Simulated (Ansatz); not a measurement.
# Abstraction of Cl: C4H9ClO + CHF2 → C4H9O + CHClF2

Species: C4H9ClO (2-chloroethyl ethyl ether) `CCOCCCl`, singlet; CHF2 (difluoromethyl radical) `F[CH]F`, doublet; C4H9O `[CH2]COCC`, doublet; CHClF2 (difluorochloromethane) `FC(F)Cl`, singlet. A radical takes Cl: the energy is the difference in strength between two C–Cl bonds in different surroundings.

Shapes, held fixed at every level: PBE0-D4/def2-TZVP. Flexible molecules stand in one conformer, not always the lowest. Programs: Ansatz 0.2.0. Electronic energies: no zero-point or thermal term.

```csv
level,kind,ΔE (kJ/mol),less CCSD(T)/CBS estimate
HF/def2-TZVPP,Hartree–Fock,+9.5,+3.3
r2SCAN-D4/def2-TZVPP,meta-GGA,-2.0,-8.2
PBE0-D4/def2-TZVPP,global hybrid,+4.6,-1.6
wB97M-V/def2-TZVPP,range-separated hybrid,+1.8,-4.4
CCSD(T)/def2-TZVPP,coupled cluster or CI,+6.0,-0.2
CCSD/def2-TZVPP,coupled cluster or CI,+5.8,-0.4
CCSD(T)/CBS estimate,coupled cluster or CI,+6.2,0.0
```

The highest level, CCSD(T)/CBS estimate, gives ΔE = +6.2 kJ/mol; the levels span -2.0 to +9.5. They disagree on the sign: 6 of 7 are positive. The column of differences is taken from that level and isn't an error. No measured value is set beside it here. Open shells run unrestricted. The CBS estimate extrapolates MP2 from def2-TZVPP and def2-QZVPP and adds CCSD(T) − MP2 in the triple-zeta set, cores frozen.

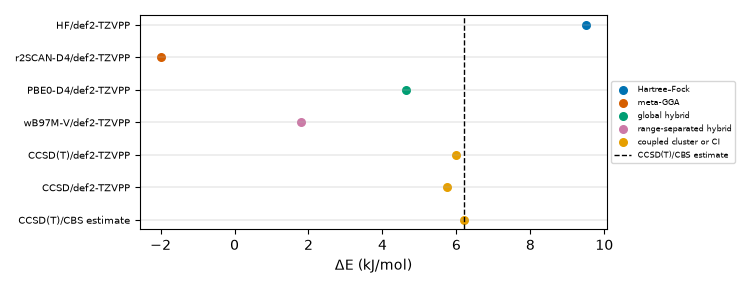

The values of the table, level by level.
